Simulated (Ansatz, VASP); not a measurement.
**Cross-check of ZnCu2SnS4 between VASP and Ansatz**

One calculation is typed for both programs; each brings its own data sets. How far apart do they land? The cell is taken from a series of VASP runs on this material, whose earlier steps may have relaxed, scaled or displaced it; both programs get it as it stands. Valence electrons are named where the data sets of a main pair hold unlike numbers.

Calculated with Ansatz 0.2.0; plane waves, with VASP 6.6.1 beside it; band structure at LDA and single point at LDA.

## Step 1: The structure

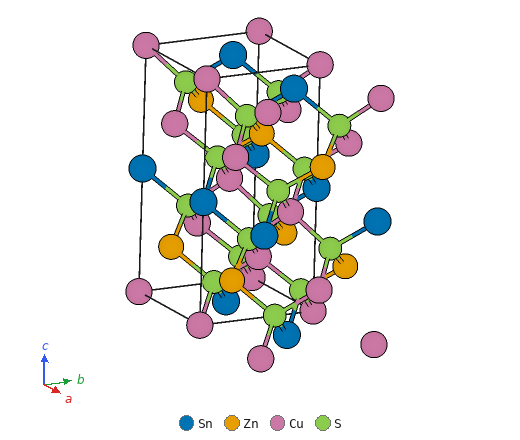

The cell as given, slightly off an axis (tin blue, zinc orange, copper pink, sulfur green). 2×1×1 cells are drawn. This picture shows the conventional cell, with its axes. Bonds to atoms that aren't drawn are left out. Some periodic images of atoms are drawn too.

## Step 2: Ansatz: band structure, LDA

Ansatz runs on its default PAW (the set named soft_2) files.

Levels along a path test the potential and the projectors away from the mesh points.

The input, input.yaml:

```yaml
crystal:
  lattice:
    - [-2.6607423928, 2.6607423911, 5.3138514369]
    - [2.6607423928, -2.6607423911, 5.3138514369]
    - [2.6607423911, 2.6607423928, -5.3138514369]
  atoms:
    - { symbol: Sn, position: [0.5, 0.5, 0.0] }
    - { symbol: Zn, position: [0.25, 0.75, 0.5] }
    - { symbol: Cu, position: [0.75, 0.25, 0.5] }
    - { symbol: Cu, position: [0.0, 0.0, 0.0] }
    - { symbol: S, position: [0.6387953666, 0.6299819112, 0.5292261405] }
    - { symbol: S, position: [0.8904307739, 0.3612046334, 0.9911865446] }
    - { symbol: S, position: [0.1007557707, 0.1095692261, 0.4707738595] }
    - { symbol: S, position: [0.3700180888, 0.8992442293, 0.0088134554] }
hamiltonian:
  xc: lda
  pseudopotentials: { kind: paw }
kpoints:
  mp_grid: { grid: [7, 7, 7] }
  band_path:
    path:
      - [0.0, 0.0, 0.0]
      - [0.0, 0.0, 0.18182]
      - [0.0, 0.0, 0.40909]
      - [-0.0114, 0.0114, 0.5]
      - [-0.06838, 0.06838, 0.5]
      - [-0.11396, 0.11396, 0.5]
      - [-0.17645, 0.17645, 0.44891]
      - [-0.24456, 0.24456, 0.3808]
      - [-0.31268, 0.31268, 0.31268]
      - [-0.19898, 0.19898, 0.19898]
      - [-0.05685, 0.05685, 0.05685]
      - [0.04545, 0.04545, -0.04545]
      - [0.27273, 0.27273, -0.27273]
      - [0.45455, 0.45455, -0.45455]
      - [0.44891, 0.55109, -0.44891]
      - [0.3808, 0.6192, -0.3808]
      - [0.31268, 0.68732, -0.31268]
      - [0.19898, 0.6192, -0.19898]
      - [0.05685, 0.53406, -0.05685]
      - [0.02273, 0.47727, 0.02273]
      - [0.13636, 0.36364, 0.13636]
      - [0.22727, 0.27273, 0.22727]
      - [0.31818, 0.31818, 0.14763]
      - [0.40909, 0.40909, 0.01113]
      - [0.5, 0.5, -0.12536]
      - [0.5, 0.5, -0.26159]
      - [0.5, 0.5, -0.43188]
      - [0.02273, 0.02273, 0.47727]
      - [0.13636, 0.13636, 0.36364]
      - [0.25, 0.25, 0.25]
    npoints: 1
scf:
  occupations: { method: fermi_dirac, width: 0.05 }
  n_extra_bands: 10
output:
  forces: true
  stress: true
  eigenvalues: true
```

Run with:

```console
ansatz run input.yaml --threads 4 --pin off --max-ram 9216MiB --backend cpu --events-out ev --progress --plain --runs-dir out
```

Numbers of over 12 decimals in the logs are rounded to 6 here.

The program printed:

```text
scf.n_extra_bands = 10 over 44 filled bands (N_el = 88.0): the run solves 54 bands
Engine: ansatz 0.2.0, aarch64-unknown-linux-gnu
Pseudopotentials: kind: paw
Pseudopotential: Sn, paw, valence charge 14, recommended cutoff 420 eV (normal), Sn.paw.azcp
Pseudopotential: Zn, paw, valence charge 12, recommended cutoff 420 eV (normal), Zn.paw.azcp
Pseudopotential: Cu, paw, valence charge 19, recommended cutoff 420 eV (normal), Cu.paw.azcp
Pseudopotential: S, paw, valence charge 6, recommended cutoff 420 eV (normal), S.paw.azcp
Functional definition: SPW92
  exchange = slater_x
  correlation = pw_c
Crystal: 8 atoms, lattice volume = 150.479 Å³
Basis set: ecut = 420 eV, 2913 PW (Γ)
Bands: 54, of which v1, the nominal top of the filled ones, is band 44 counted from 1 (43 counted from 0)
Symmetry: 4 space group operations
Space group: I-4 (ITA 82), of the structure as read, at distance tolerance 5.3e-5 Å
k-points: 52 of 343 (time reversal used)
Non-local potential: Sn, projectors of the file, l = 0: 2, l = 1: 2, l = 2: 2, l = 3: 2
Non-local potential: Zn, projectors of the file, l = 0: 2, l = 1: 2, l = 2: 3, l = 3: 1
Non-local potential: Cu, projectors of the file, l = 0: 3, l = 1: 2, l = 2: 3, l = 3: 1
Non-local potential: S, projectors of the file, l = 0: 2, l = 1: 2, l = 2: 2
PAW form: soft (Blöchl's): semilocal exchange-correlation on the pseudo side does not see the compensation charge
PAW frozen core: Sn, regenerated for the run's functional, and the local potential with it (the file was generated under x = pbe(κ = 0.804, μ = 0.219515), c = pbe(β = 0.066725))
PAW frozen core: Zn, regenerated for the run's functional, and the local potential with it (the file was generated under x = pbe(κ = 0.804, μ = 0.219515), c = pbe(β = 0.066725))
PAW frozen core: Cu, regenerated for the run's functional, and the local potential with it (the file was generated under x = pbe(κ = 0.804, μ = 0.219515), c = pbe(β = 0.066725))
PAW frozen core: S, regenerated for the run's functional, and the local potential with it (the file was generated under x = pbe(κ = 0.804, μ = 0.219515), c = pbe(β = 0.066725))
PAW one-centre angular grid: Sn, 590 points (default); XC on 64 Gauss nodes
PAW one-centre angular grid: Zn, 590 points (default); XC on 64 Gauss nodes
PAW one-centre angular grid: Cu, 590 points (default); XC on 64 Gauss nodes
PAW one-centre angular grid: S, 110 points (default); XC on 64 Gauss nodes
Initial density: superposition of atomic densities (neutral atoms: chi_scale 0, normalization atom), corrected by the library's trained network
Initial wavefunctions: pseudopotential atomic-orbital guess
Functional: x = slater, c = lda
SCF iter   1: F=—  HF=-25719.283359 eV  |F-HF|=—  |Δ(HF+E_count)|=         —  Δρ=1.12e-2  dr2=1.12e-1  ethr=1.77e-3  ⟨swp⟩=6.9  Hψ=12043  notcnv=0  defer=33
preconditioner: auto → Resta (q_TF=auto, 2.495 Å⁻¹)  ε∞=5.8  [insulator: Δε(μ)=0.503 eV  Ē_g=11.711 eV  σ=0.050 eV  W_gap=0.56  n_scr=36 (ndim 8)  ℏωp=25.7 eV  f_vac=0.024  D(μ)=0.09/eV (n_scr^D=0)  ε∞_Penn≈5.8]
SCF iter   2: F=—  HF=-25719.276083 eV  |F-HF|=—  |Δ(HF+E_count)|=   7.28e-3  Δρ=9.11e-3  dr2=9.53e-2  ethr=1.28e-4  ⟨swp⟩=2.0  Hψ=5856  notcnv=0  defer=228
SCF iter   3: F=—  HF=-25719.256524 eV  |F-HF|=—  |Δ(HF+E_count)|=   1.96e-2  Δρ=3.88e-3  dr2=1.43e-2  ethr=1.08e-4  ⟨swp⟩=2.0  Hψ=3752  notcnv=0  defer=228
SCF iter   4: F=—  HF=-25719.252700 eV  |F-HF|=—  |Δ(HF+E_count)|=   3.82e-3  Δρ=1.03e-3  dr2=9.35e-4  ethr=1.62e-5  ⟨swp⟩=2.0  Hψ=5151  notcnv=0  defer=228
SCF iter   5: F=—  HF=-25719.252442 eV  |F-HF|=—  |Δ(HF+E_count)|=   2.57e-4  Δρ=3.28e-4  dr2=1.17e-4  ethr=1.06e-6  ⟨swp⟩=2.0  Hψ=3459  notcnv=0  defer=228
SCF iter   6: F=—  HF=-25719.252427 eV  |F-HF|=—  |Δ(HF+E_count)|=   1.57e-5  Δρ=1.80e-4  dr2=3.75e-5  ethr=1.33e-7  ⟨swp⟩=2.0  Hψ=3980  notcnv=0  defer=228
SCF iter   7: F=—  HF=-25719.252476 eV  |F-HF|=—  |Δ(HF+E_count)|=   4.94e-5  Δρ=1.05e-4  dr2=1.30e-5  ethr=4.26e-8  ⟨swp⟩=2.0  Hψ=3461  notcnv=0  defer=228
SCF iter   8: F=—  HF=-25719.252475 eV  |F-HF|=—  |Δ(HF+E_count)|=   1.04e-6  Δρ=4.63e-5  dr2=2.62e-6  ethr=1.48e-8  ⟨swp⟩=2.1  Hψ=3157  notcnv=0  defer=228
SCF iter   9: F=—  HF=-25719.252475 eV  |F-HF|=—  |Δ(HF+E_count)|=   1.47e-7  Δρ=1.28e-5  dr2=2.69e-7  ethr=2.98e-9  ⟨swp⟩=2.5  Hψ=3441  notcnv=0  defer=228
SCF iter  10: F=-25719.252475 eV  HF=-25719.252475 eV  |F-HF|=1.05e-8  |Δ(HF+E_count)|=   1.48e-8  Δρ=2.72e-6  dr2=1.36e-8  ethr=1.14e-10  ⟨swp⟩=9.7  Hψ=11883  notcnv=0
SCF 1 converged in 10 iterations: F = -25719.252475 eV  dr2 = 1.36e-8
  greatest PAW one-centre occupation: 1.000 electrons in one spin orbital (limit 2), on the Cu atom at site 2 (counted from 0), in its partial waves of l = 0
NSCF: frozen V_eff on 30 k-points
SCF converged after 10 iterations
Free energy (F): -25719.252475 eV
Harris-Foulkes:  -25719.252475 eV  (|F-HF|=1.05e-8)
Internal energy: -25719.251772 eV  (E = F + TS)
E sigma→0 (E₀):  -25719.252123 eV
Entropy (-TS):   -0.000703 eV (-0.088 meV/atom)
Fermi energy:    8.798099 eV
--- Per-component energies (eV) ---
  E_band       = -1065.620235
  E_kinetic    = 1355.332816
  E_local      = -14731.512756  (includes V_loc(G=0)·N_el)
  E_nonlocal   = 1506.400376
  E_hartree    = 6618.940482
  E_xc         = -1078.206089
  E_vxc        = -735.116503  (∫ρ·V_xc dr)
  E_paw        = -11224.150899  (= ΣΔE_a)
  E_vpaw       = -1698.616760  (= ΣTr[D̂ρ^β])
  E_aug_tail   = 0.000023  (compensation charges beyond the density's cutoff)
  E_ewald      = -8169.549875
  E_core_change = 3.494150  (= ΣΔE_core)
  E_smearing   = -0.000703  (= −TS)
  E_closure    = -0.000000  (closes the sum)
  Σ components = -25719.252475   (vs F -25719.252475, Δ=0.00e0)
--- Forces (eV/Å), atoms counted from 1 ---
  atom   1  Sn    -0.00000000     0.00000000     0.00000000
  atom   2  Zn     0.00000000    -0.00000000     0.00000000
  atom   3  Cu    -0.00000000     0.00000000     0.00000000
  atom   4  Cu    -0.00000000    -0.00000000     0.00000000
  atom   5  S      0.01756466     0.03855199    -0.01648429
  atom   6  S     -0.03855199     0.01756466     0.01648429
  atom   7  S     -0.01756466    -0.03855199    -0.01648429
  atom   8  S      0.03855199    -0.01756466     0.01648429
  max |Σ_I F_I| component: 6.25e-17 eV/Å
--- Stress (GPa, compression-positive) ---
       -0.001585       0.000000      -0.000000
       -0.000000      -0.001585      -0.000000
       -0.000000      -0.000000       0.067997
  P = ⅓ Tr σ = 0.0216 GPa (0.216 kbar)
--- Band table (eV; the first three rows and the last of 52) ---
  k-point 0: bands = [... 40 lower, 6.8830, 8.6292, 8.6292, 8.6803, 8.8302, 10.4063, 11.3371, 12.2747, ... 6 higher]
  k-point 1: bands = [... 40 lower, 7.0586, 7.7556, 8.3760, 8.5732, 9.5762, 10.8899, 11.7534, 12.1673, ... 6 higher]
  k-point 2: bands = [... 40 lower, 7.2028, 7.3950, 7.8681, 8.4067, 9.8540, 11.4882, 11.8410, 12.1568, ... 6 higher]
  k-point 51: bands = [... 40 lower, 7.1882, 7.4976, 7.5607, 7.6975, 9.9211, 10.5268, 10.7347, 11.1423, ... 6 higher]
```

Elapsed: 15 s, on 4 threads of Arm Neoverse V2, shared host; peak memory 0.68 GiB; 57 s of CPU time.

## Step 3: VASP: band structure, LDA

The same cell, functional (in two slightly different forms), mesh and smearing now go to VASP, with its own data sets.

Lines of VASP's logs that name or quote its potential files are left out, and so is its time.

The input, INCAR:

```
SYSTEM = ZnCu2SnS4
PREC = Accurate
ENCUT = 400
EDIFF = 1E-06
NELM = 100
ISMEAR = -1
SIGMA = 0.05
LREAL = .FALSE.
ALGO = Normal
GGA = CA
NBANDS = 56
LORBIT = 11
LWAVE = .FALSE.
LCHARG = .FALSE.
KPAR = 4
```

The input, POSCAR:

```
ZnCu2SnS4
1.0
   -2.6607423928      2.6607423911      5.3138514369
    2.6607423928     -2.6607423911      5.3138514369
    2.6607423911      2.6607423928     -5.3138514369
Sn Zn Cu S
1 1 2 4
Direct
    0.5000000000      0.5000000000      0.0000000000
    0.2500000000      0.7500000000      0.5000000000
    0.7500000000      0.2500000000      0.5000000000
    0.0000000000      0.0000000000      0.0000000000
    0.6387953666      0.6299819112      0.5292261405
    0.8904307739      0.3612046334      0.9911865446
    0.1007557707      0.1095692261      0.4707738595
    0.3700180888      0.8992442293      0.0088134554
```

The input, KPOINTS:

```
Automatic mesh
0
Gamma
7 7 7
0 0 0
```

The input, KPOINTS_OPT:

```
Line mode
12
Line-mode
Reciprocal
  0.00000000   0.00000000   0.00000000 GAMMA
  0.00000000   0.00000000   0.50000000 X

  0.00000000   0.00000000   0.50000000 X
 -0.12535938   0.12535938   0.50000000 Y

 -0.12535938   0.12535938   0.50000000 Y
 -0.31267969   0.31267969   0.31267969 S

 -0.31267969   0.31267969   0.31267969 S
  0.00000000   0.00000000   0.00000000 GAMMA

  0.00000000   0.00000000   0.00000000 GAMMA
  0.50000000   0.50000000  -0.50000000 Z

  0.50000000   0.50000000  -0.50000000 Z
  0.31267969   0.68732031  -0.31267969 S1

  0.31267969   0.68732031  -0.31267969 S1
  0.00000000   0.50000000   0.00000000 N

  0.00000000   0.50000000   0.00000000 N
  0.25000000   0.25000000   0.25000000 P

  0.25000000   0.25000000   0.25000000 P
  0.50000000   0.50000000  -0.12535938 Y1

  0.50000000   0.50000000  -0.12535938 Y1
  0.50000000   0.50000000  -0.50000000 Z

  0.00000000   0.00000000   0.50000000 X
  0.25000000   0.25000000   0.25000000 P
```

Potentials, in the order of the species: Sn_d, Zn, Cu and S (LDA family, release 64).

Run with:

```console
mpirun -np 4 vasp_std
```

The program printed:

```text
[banner, memory and clock lines left out]
running    4 mpi-ranks, on    1 nodes
 distrk:  each k-point on    1 cores,    4 groups
 distr:  one band on    1 cores,    1 groups

 POSCAR found type information on POSCAR SnZnCuS
 POSCAR found :  4 types and       8 ions
 LDA part: xc-table for (Slater(with rela. corr.)+CA(PZ))
 , standard interpolation
 POSCAR, INCAR and KPOINTS ok, starting setup
 FFT: planning ... GRIDC
 FFT: planning ... GRID_SOFT
 FFT: planning ... GRID
 WAVECAR not read
 entering main loop
       N       E                     dE             d eps       ncg     rms          rms(c)
DAV:   1     0.674982910099E+03    0.67498E+03   -0.25856E+04  6128   0.141E+03
DAV:   2     0.828974903925E+02   -0.59209E+03   -0.55082E+03  5856   0.414E+02
DAV:   3    -0.331770648126E+02   -0.11607E+03   -0.11139E+03  6816   0.166E+02
DAV:   4    -0.408794096787E+02   -0.77023E+01   -0.76238E+01  7400   0.459E+01
DAV:   5    -0.412580452123E+02   -0.37864E+00   -0.37839E+00  8616   0.108E+01    0.189E+01
DAV:   6    -0.409331073045E+02    0.32494E+00   -0.27857E+01  8368   0.898E+01    0.131E+01
DAV:   7    -0.384474327393E+02    0.24857E+01   -0.96172E+00  8000   0.753E+01    0.826E+00
DAV:   8    -0.385622020417E+02   -0.11477E+00   -0.20865E+00  9488   0.162E+01    0.348E+00
DAV:   9    -0.384607346782E+02    0.10147E+00   -0.68132E-01  8264   0.146E+01    0.699E-01
DAV:  10    -0.384568916304E+02    0.38430E-02   -0.50728E-02  9424   0.330E+00    0.278E-01
DAV:  11    -0.384572550501E+02   -0.36342E-03   -0.87367E-03  9152   0.115E+00    0.199E-01
DAV:  12    -0.384572512244E+02    0.38257E-05   -0.13292E-03  9272   0.849E-01    0.911E-02
DAV:  13    -0.384572109014E+02    0.40323E-04   -0.31557E-04  9024   0.376E-01    0.567E-02
DAV:  14    -0.384571929536E+02    0.17948E-04   -0.10572E-04  8640   0.189E-01    0.242E-02
DAV:  15    -0.384571940414E+02   -0.10878E-05   -0.21208E-05  8480   0.434E-02    0.111E-02
DAV:  16    -0.384571938311E+02    0.21029E-06   -0.20114E-06  4864   0.263E-02
   1 F= -.38457194E+02 E0= -.38456920E+02  d E =-.548066E-03
 Start KPOINTS_OPT (optional k-point list driver)
k-point batch [1-52\132]
       N       E                     dE             ncg
DAV:   1     0.280813318378E+05   -0.29938E+05     6208
DAV:   2    -0.223803215772E+04   -0.30319E+05     5840
DAV:   3    -0.825407134683E+04   -0.60160E+04     6840
DAV:   4    -0.864673389895E+04   -0.39266E+03     7240
DAV:   5    -0.866409432403E+04   -0.17360E+02     8376
DAV:   6    -0.866464688404E+04   -0.55256E+00     8344
DAV:   7    -0.866465930811E+04   -0.12424E-01     8736
DAV:   8    -0.866465960189E+04   -0.29377E-03     8368
DAV:   9    -0.866465960830E+04   -0.64154E-05     5768
DAV:  10    -0.866465960928E+04   -0.97522E-06     4680
[...]
k-point batch [105-132\132]
       N       E                     dE             ncg
DAV:   1     0.520029620669E+05   -0.28365E+05     3336
DAV:   2     0.356755929536E+05   -0.16327E+05     3144
DAV:   3     0.324803376482E+05   -0.31953E+04     3664
DAV:   4     0.322709670917E+05   -0.20937E+03     3896
DAV:   5     0.322615917767E+05   -0.93753E+01     4496
DAV:   6     0.322612690730E+05   -0.32270E+00     4472
DAV:   7     0.322612619720E+05   -0.71009E-02     4736
DAV:   8     0.322612618089E+05   -0.16315E-03     4488
DAV:   9     0.322612618051E+05   -0.38004E-05     3168
DAV:  10     0.322612618045E+05   -0.53920E-06     2504
```

OUTCAR, selected parts (step 3):

```text
ion  position               nearest neighbor table
   1  0.500  0.500  0.000-   5 2.43   6 2.43   8 2.43   7 2.43
   2  0.250  0.750  0.500-   8 2.30   5 2.30   7 2.30   6 2.30
   3  0.750  0.250  0.500-   5 2.25   6 2.25   7 2.25   8 2.25
   4  0.000  0.000  0.000-   5 2.25   7 2.25   6 2.25   8 2.25
   5  0.639  0.630  0.529-   3 2.25   4 2.25   2 2.30   1 2.43
   6  0.890  0.361  0.991-   3 2.25   4 2.25   2 2.30   1 2.43
   7  0.101  0.110  0.471-   3 2.25   4 2.25   2 2.30   1 2.43
   8  0.370  0.899  0.009-   3 2.25   4 2.25   2 2.30   1 2.43

  LATTYP: Found a body centered tetragonal cell.
 ALAT       =     5.3214847839
 C/A-ratio  =     1.9971311214

 Subroutine GETGRP returns: Found  4 space group operations
 (whereof  4 operations were pure point group operations)

The static configuration has the point symmetry S_4 .

 Found     52 irreducible k-points:

   k-points           NKPTS =     52   k-points in BZ     NKDIM =     52   number of bands    NBANDS=     56

   dimension x,y,z NGX =    42 NGY =   42 NGZ =   42
   dimension x,y,z NGXF=    84 NGYF=   84 NGZF=   84

   ENCUT  =  400.0 eV  29.40 Ry    5.42 a.u.  10.62 10.62 10.62*2*pi/ulx,y,z

   NELECT =      72.0000    total number of electrons

 k-points in reciprocal lattice and weights: Automatic mesh
   0.00000000  0.00000000  0.00000000       0.003
   0.14285714 -0.00000000  0.00000000       0.023
   0.28571429  0.00000000  0.00000000       0.023
   0.42857143 -0.00000000  0.00000000       0.023
   0.14285714  0.14285714  0.00000000       0.023
   0.28571429  0.14285714  0.00000000       0.023
  -0.28571429 -0.14285714  0.42857143       0.023
   0.42857143  0.14285714  0.00000000       0.023
  -0.42857143 -0.14285714 -0.42857143       0.023
[...]
-0.42857143  0.42857143  0.42857143       0.012
  -0.42857143 -0.42857143  0.42857143       0.006

 average (electrostatic) potential at core
       1-102.1328       2 -35.1862       3 -66.1219       4 -66.1391       5 -87.1593
       6 -87.1593       7 -87.1593       8 -87.1593

 E-fermi :   5.5085

 k-point     1 :       0.0000    0.0000    0.0000
  band No.  band energies     occupation
    ...
     32       3.3678      2.00000
     33       3.5736      2.00000
     34       5.3211      1.95390
     35       5.3211      1.95390
     36       5.3719      1.87780
     37       5.5656      0.48377
     38       7.1151      0.00000
     39       8.0606      0.00000
     40       8.9922      0.00000
     41       8.9922      0.00000
    ...

 k-point     2 :       0.1429   -0.0000    0.0000
  band No.  band energies     occupation
    ...
     32       3.5028      2.00000
     33       3.6585      2.00000
     34       4.6899      2.00000
     35       5.1169      1.99921
     36       5.2703      1.98309
     37       6.1973      0.00000
     38       7.4355      0.00000
     39       8.2928      0.00000
     40       8.7944      0.00000
     41       8.8823      0.00000
    ...

 k-point     3 :       0.2857    0.0000    0.0000
  band No.  band energies     occupation
    ...
     32       3.6122      2.00000
     33       3.7779      2.00000
     34       4.2458      2.00000
     35       4.6338      2.00000
     36       5.0427      1.99982
     37       6.7120      0.00000
     38       8.2147      0.00000
     39       8.3109      0.00000
     40       8.5704      0.00000
     41       9.1108      0.00000
    ...

  Total       -0.0052415     -0.0052415      0.0648771      0.0000000     -0.0000000     -0.0000000
  in kB       -0.0558077     -0.0558077      0.6907595      0.0000005     -0.0000000     -0.0000000
  external PRESSURE =       0.1930481 kB  Pullay stress =       0.0000000 kB

  energy-cutoff  :      400.00
  volume of cell :      150.48
      direct lattice vectors                 reciprocal lattice vectors
    -2.660742393  2.660742391  5.313851437    -0.000000000  0.187917478  0.094093711
     2.660742393 -2.660742391  5.313851437     0.187917478  0.000000000  0.094093711
     2.660742391  2.660742393 -5.313851437     0.187917478  0.187917478  0.000000000

 POSITION                                       TOTAL-FORCE (eV/Angst)
 -----------------------------------------------------------------------------------
      0.00000      0.00000      5.31385        -0.000000      0.000000      0.000000
      2.66074      0.00000      2.65693        -0.000000      0.000000      0.000000
     -0.00000      2.66074      2.65693        -0.000000      0.000000      0.000000
      0.00000      0.00000      0.00000        -0.000000      0.000000      0.000000
      1.38468      1.43158      3.92986        -0.001138      0.008990      0.002198
      1.22916      4.04543      1.38399        -0.008990     -0.001138     -0.002198
      1.27606      1.22916     -1.38399         0.001138     -0.008990      0.002198
      1.43158     -1.38468      6.69784         0.008990      0.001138     -0.002198
 -----------------------------------------------------------------------------------
    total drift:                                0.000001      0.000001      0.000002

  FREE ENERGIE OF THE ION-ELECTRON SYSTEM (eV)
  ---------------------------------------------------
  free  energy   TOTEN  =       -38.4571938311 eV

  energy  without entropy=      -38.4566457646  energy(sigma->0) =      -38.45691980

 total charge
# of ion       s       p       d       tot
------------------------------------------
    1        1.124   1.134  10.105  12.363
    2        0.559   0.532   9.801  10.891
    3        0.408   0.443   9.260  10.110
    4        0.407   0.440   9.259  10.106
    5        1.327   2.385   0.000   3.712
    6        1.327   2.385   0.000   3.712
    7        1.327   2.385   0.000   3.712
    8        1.327   2.385   0.000   3.712
--------------------------------------------------
tot          7.805  12.088  38.424  58.317

[... 3 further parts left out ...]
```

This run has no spin polarisation, so a moment on Cu, if there is one, isn't seen.

(Continued in part 2 of 2.)

[Lines on the potential files, build, host, timing and source positions are cut from VASP's logs without a mark.]

[Logs are printed without paths, hosts, clocks, repeated set-up lines and the standing remarks that a program may print on its own settings, such as how far it seeks lower states.]

[Hosts, paths, dates, database ids (printed as entryN), source tags and the programs' standing remarks are cut or masked in the printed files.]
